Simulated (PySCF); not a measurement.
# C5H17GeNO2: geometry relaxation

The run: geometry relaxation of C5H17GeNO2, SMILES CN(C)C.C[O][GeH2][O]C. Method and program: PBE0-D3(BJ)/ma-def2-SVP geometry optimisation, gas phase (PySCF 2.14.0).

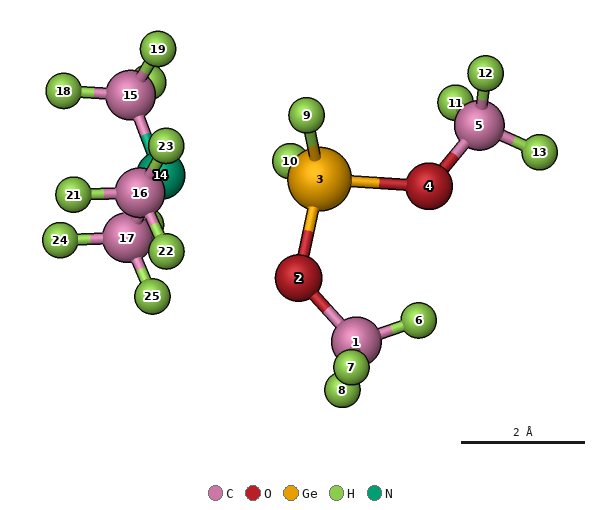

Fig. 1: The structure as given in the input (ball-and-stick view, seen at a tilt; atoms are numbered from 1 in the order of the input). Sticks mark near contacts. Bond lengths as drawn: C–H 1.09 to 1.10 Å, C–N 1.45 Å, C–O 1.40 to 1.41 Å, Ge–H 1.51 Å and Ge–O 1.75 to 1.80 Å.

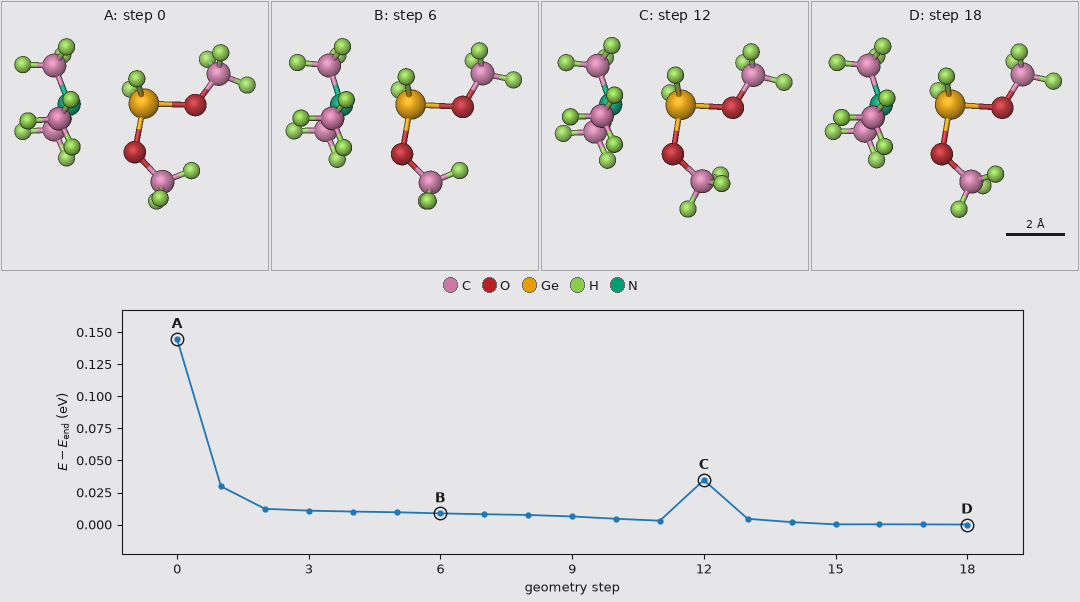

Fig. 2: Frames of the relaxation (ball-and-stick view, seen at a tilt) above the curves, on which the letters mark them (steps are counted from 0).

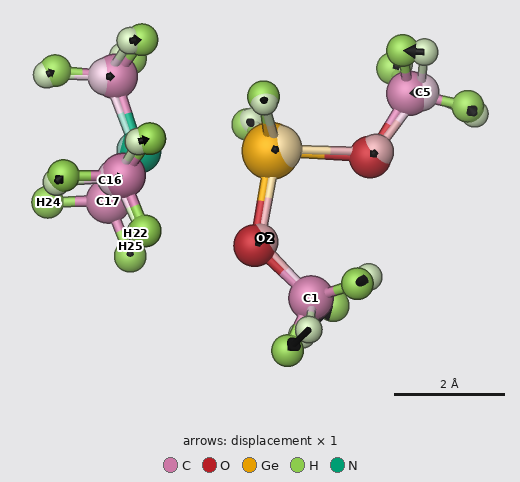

Fig. 3: Start (faint) and end (solid) with the displacements as black arrows, at true length (ball-and-stick view, seen at a tilt). The two geometries are laid on each other by the best rigid fit. Over 18 geometry steps the energy falls by 0.145 eV. The largest force component goes from 0.93 to 0.018 eV/Å. The atom that moves furthest after the best rigid fit is H7 (0.81 Å). Largest moves by element: H 0.81 Å, C 0.21 Å, O 0.15 Å, Ge 0.14 Å, N 0.08 Å. Distances before and after: O2–Ge3 1.753 → 1.791 Å, Ge3–H10 1.510 → 1.546 Å, Ge3–O4 1.803 → 1.827 Å, C5–H11 1.094 → 1.111 Å. Among the angles that change: Ge3–O4–C5 125.2° → 118.4°, O2–Ge3–H9 112.2° → 116.3°, O4–Ge3–H9 105.1° → 101.5°. (Atoms are counted from 1 in the order of the input.)

The input and output of the run follow.

## Input file
```
{"job": {"xc": "PBE0", "basis": "ma-def2-SVP", "d3": "d3bj", "grid": 1, "kind": "geom"}, "charge": 0, "multiplicity": 1}
C     -1.638830    -0.799576    -1.416322
O     -1.477680     0.376583    -0.648783
Ge    -0.099279     0.745348     0.369022
O      0.819141    -0.798452     0.211094
C      2.092715    -1.040072     0.747372
H     -0.872315    -1.539394    -1.191960
H     -2.621851    -1.221412    -1.194317
H     -1.593006    -0.547432    -2.478650
H     -0.473758     0.830900     1.825130
H      0.854243     1.774221    -0.190823
H      2.794778    -0.236095     0.506065
H      2.052227    -1.146463     1.835184
H      2.461338    -1.972850     0.314082
N     -1.462754     2.967642     0.494887
C     -0.772772     3.916016     1.349175
C     -2.779261     2.672208     1.027204
C     -1.571201     3.488860    -0.853952
H     -1.310424     4.870789     1.425013
H     -0.667539     3.491505     2.346097
H      0.221994     4.103479     0.948569
H     -3.419416     3.564274     1.064135
H     -3.246131     1.918721     0.398957
H     -2.678413     2.268650     2.032942
H     -2.137624     4.429215    -0.890178
H     -2.065784     2.746471    -1.474061
H     -0.573338     3.662133    -1.252806
```

The first line tells a small driver script what to run in PySCF; the rest is the geometry in Å.

Command:
```bash
OMP_NUM_THREADS=1 python <driver script> task.json out
```

## What the program printed
```
step   0  E = -2481.69872346  max force = 0.018023
step   1  E = -2481.70294197  max force = 0.009791
step   2  E = -2481.70358420  max force = 0.001595
step   3  E = -2481.70363775  max force = 0.000658
step   4  E = -2481.70366434  max force = 0.000624
step   5  E = -2481.70368414  max force = 0.000363
step   6  E = -2481.70371681  max force = 0.000605
step   7  E = -2481.70374114  max force = 0.000279
step   8  E = -2481.70376171  max force = 0.000206
step   9  E = -2481.70380427  max force = 0.000483
step  10  E = -2481.70387161  max force = 0.000699
step  11  E = -2481.70392585  max force = 0.000648
step  12  E = -2481.70276126  max force = 0.006169
step  13  E = -2481.70387180  max force = 0.001734
step  14  E = -2481.70396674  max force = 0.001363
step  15  E = -2481.70403101  max force = 0.000664
step  16  E = -2481.70402891  max force = 0.000316
step  17  E = -2481.70403161  max force = 0.000474
step  18  E = -2481.70403669  max force = 0.000340
optimisation converged
```

## Trajectory as extended XYZ (Å, eV, eV/Å), 4 of the 19 frames kept, from step=0 to step=18
```
26
Properties=species:S:1:pos:R:3:forces:R:3 step=0 energy=-67530.46195
C    -1.6388   -0.7996   -1.4163    0.0625   0.5956   0.4044
O    -1.4777    0.3766   -0.6488   -0.6331  -0.2363  -0.5418
Ge   -0.0993    0.7453    0.3690    0.2721   0.0466   0.1561
O     0.8191   -0.7984    0.2111    0.1723  -0.3456  -0.0403
C     2.0927   -1.0401    0.7474   -0.9268   0.2330  -0.3625
H    -0.8723   -1.5394   -1.1920    0.2877  -0.3065   0.0599
H    -2.6218   -1.2214   -1.1943   -0.3076  -0.1840   0.0074
H    -1.5930   -0.5474   -2.4787    0.0002   0.0207  -0.3833
H    -0.4738    0.8309    1.8251   -0.1033   0.0419   0.6285
H     0.8542    1.7742   -0.1908    0.3863   0.4026  -0.2016
H     2.7948   -0.2361    0.5061    0.3852   0.2702  -0.0924
H     2.0522   -1.1465    1.8352    0.0903  -0.0918   0.4541
H     2.4613   -1.9728    0.3141    0.2406  -0.2554  -0.0423
N    -1.4627    2.9676    0.4949   -0.1960   0.3968   0.0465
C    -0.7728    3.9160    1.3492   -0.0821  -0.4855  -0.2649
C    -2.7793    2.6722    1.0272    0.3807  -0.1115  -0.1601
C    -1.5712    3.4889   -0.8539    0.0993  -0.3010   0.2849
H    -1.3104    4.8708    1.4250   -0.1438   0.3045   0.0398
H    -0.6675    3.4915    2.3461    0.0587  -0.0993   0.4185
H     0.2220    4.1035    0.9486    0.3964   0.1327  -0.1140
H    -3.4194    3.5643    1.0641   -0.1932   0.2828   0.0394
H    -3.2461    1.9187    0.3990   -0.2332  -0.3087  -0.2111
H    -2.6784    2.2687    2.0329   -0.0283  -0.1557   0.3975
H    -2.1376    4.4292   -0.8902   -0.1628   0.3121  -0.0079
H    -2.0658    2.7465   -1.4741   -0.1799  -0.2674  -0.2994
H    -0.5733    3.6621   -1.2528    0.3578   0.1091  -0.2152
26
Properties=species:S:1:pos:R:3:forces:R:3 step=6 energy=-67530.59783
C    -1.6114   -0.7175   -1.5166    0.0022  -0.0077   0.0000
O    -1.5353    0.4467   -0.7322   -0.0088  -0.0080  -0.0103
Ge   -0.1537    0.8466    0.3303    0.0133   0.0311   0.0246
O     0.7641   -0.7219    0.1498   -0.0024  -0.0086  -0.0050
C     1.9796   -0.8530    0.8114    0.0243  -0.0087   0.0075
H    -0.8562   -1.4662   -1.2320   -0.0068   0.0031  -0.0002
H    -2.6143   -1.1631   -1.3999    0.0006   0.0052  -0.0021
H    -1.4695   -0.4702   -2.5846    0.0032   0.0011   0.0029
H    -0.4485    0.8520    1.8483    0.0055  -0.0050  -0.0219
H     0.8808    1.8578   -0.2204   -0.0143  -0.0136   0.0075
H     2.7216   -0.0862    0.5033   -0.0008  -0.0027  -0.0011
H     1.8781   -0.7897    1.9154   -0.0031  -0.0031  -0.0048
H     2.4159   -1.8400    0.5799   -0.0057   0.0090   0.0030
N    -1.4547    2.8768    0.4892   -0.0067   0.0054   0.0017
C    -0.7260    3.7561    1.3837    0.0111   0.0115   0.0099
C    -2.7611    2.5328    1.0277   -0.0219  -0.0008   0.0085
C    -1.5608    3.4442   -0.8452   -0.0028   0.0109  -0.0217
H    -1.2425    4.7264    1.5216    0.0044  -0.0129  -0.0021
H    -0.6154    3.2798    2.3697   -0.0031  -0.0006  -0.0036
H     0.2783    3.9529    0.9790   -0.0043   0.0011   0.0000
H    -3.3965    3.4307    1.1612    0.0039  -0.0078  -0.0033
H    -3.2561    1.8285    0.3468    0.0064   0.0015   0.0030
H    -2.6420    2.0432    2.0060    0.0029   0.0039  -0.0037
H    -2.1156    4.4033   -0.8389    0.0015  -0.0089   0.0021
H    -2.0725    2.7271   -1.4999    0.0054   0.0031   0.0039
H    -0.5546    3.6282   -1.2513   -0.0040   0.0014   0.0052
26
Properties=species:S:1:pos:R:3:forces:R:3 step=12 energy=-67530.57182
C    -0.9995   -0.5641   -1.8394    0.0263   0.0759  -0.3172
O    -1.3101    0.4200   -0.8878    0.1722   0.1007   0.2158
Ge   -0.0820    0.9199    0.3183   -0.1083  -0.0411   0.1385
O     1.0362   -0.5009    0.0746    0.0635   0.0286   0.0228
C     2.2118   -0.5578    0.8132    0.0320  -0.0042   0.0305
H    -1.2053   -1.5856   -1.4797   -0.0772   0.0032   0.0896
H    -1.6279   -0.3564   -2.7189   -0.0590  -0.1465  -0.1042
H     0.0582   -0.5489   -2.1587   -0.0947   0.0482   0.0655
H    -0.4752    0.7666    1.8045    0.0201  -0.0229  -0.0263
H     0.8351    2.1001   -0.0826   -0.0613   0.0243   0.0172
H     2.8534    0.3381    0.6741    0.0013   0.0050  -0.0051
H     2.0301   -0.6675    1.9034   -0.0016   0.0003  -0.0095
H     2.8024   -1.4324    0.4911   -0.0017  -0.0040   0.0058
N    -1.7119    2.7355    0.5915    0.0091   0.0103  -0.0814
C    -1.1860    3.6260    1.6091    0.0353  -0.0504  -0.0241
C    -2.9797    2.1511    1.0023    0.0685  -0.0093  -0.0092
C    -1.8288    3.4044   -0.6946   -0.0069   0.0011   0.0230
H    -1.8694    4.4727    1.8164   -0.0040   0.0002  -0.0090
H    -1.0292    3.0706    2.5462   -0.0048  -0.0003   0.0089
H    -0.2179    4.0334    1.2821    0.0090   0.0090   0.0078
H    -3.7618    2.9264    1.1235   -0.0114  -0.0107   0.0033
H    -3.3005    1.4165    0.2525   -0.0016  -0.0004  -0.0154
H    -2.8530    1.6340    1.9648    0.0011  -0.0211   0.0002
H    -2.5551    4.2399   -0.6553   -0.0036   0.0115  -0.0092
H    -2.1470    2.6759   -1.4514   -0.0081  -0.0038  -0.0001
H    -0.8497    3.8096   -0.9898    0.0057  -0.0036  -0.0183
26
Properties=species:S:1:pos:R:3:forces:R:3 step=18 energy=-67530.60653
C    -1.2486   -0.6514   -1.7029   -0.0055  -0.0029   0.0011
O    -1.3670    0.4716   -0.8669    0.0109   0.0079  -0.0063
Ge   -0.0923    0.9248    0.3070   -0.0002  -0.0104  -0.0031
O     0.9824   -0.5295    0.0473   -0.0092   0.0175   0.0012
C     2.1494   -0.6307    0.7958    0.0061  -0.0077  -0.0011
H    -1.0829   -1.5826   -1.1371   -0.0031  -0.0016   0.0018
H    -2.1899   -0.7426   -2.2693   -0.0011  -0.0044  -0.0013
H    -0.4173   -0.5521   -2.4226   -0.0004   0.0031   0.0030
H    -0.4537    0.7768    1.8021    0.0032  -0.0060   0.0009
H     0.8510    2.0772   -0.1089   -0.0012   0.0042   0.0019
H     2.8542    0.2073    0.6101   -0.0009   0.0004   0.0006
H     1.9581   -0.6663    1.8893   -0.0010   0.0007   0.0000
H     2.6742   -1.5632    0.5267    0.0035   0.0002   0.0021
N    -1.6144    2.7836    0.5476    0.0021   0.0005  -0.0002
C    -1.0285    3.6608    1.5439   -0.0016   0.0004   0.0002
C    -2.8976    2.2591    0.9888    0.0005  -0.0020  -0.0010
C    -1.7247    3.4428   -0.7442   -0.0011   0.0008  -0.0014
H    -1.6594    4.5510    1.7326   -0.0004   0.0004   0.0014
H    -0.9029    3.1181    2.4930    0.0000  -0.0007  -0.0001
H    -0.0388    4.0031    1.2057   -0.0006  -0.0010   0.0002
H    -3.6374    3.0688    1.1439    0.0004  -0.0006   0.0000
H    -3.2740    1.5537    0.2371   -0.0007  -0.0007  -0.0009
H    -2.7698    1.7185    1.9386    0.0007  -0.0007  -0.0006
H    -2.3872    4.3292   -0.6945   -0.0008   0.0005   0.0008
H    -2.1188    2.7283   -1.4780    0.0008   0.0007  -0.0007
H    -0.7292    3.7708   -1.0791   -0.0006   0.0013   0.0014
```

## Results in brief

| quantity | value |
| --- | --- |
| outcome | converged |
| total energy | −2481.704037 hartree |
| dipole moment | 3.46 D |
| point group | C1 |
| hardware | 1 CPU thread, shared host |
| wall time | 17 min |
| peak memory | 1.6 GiB |
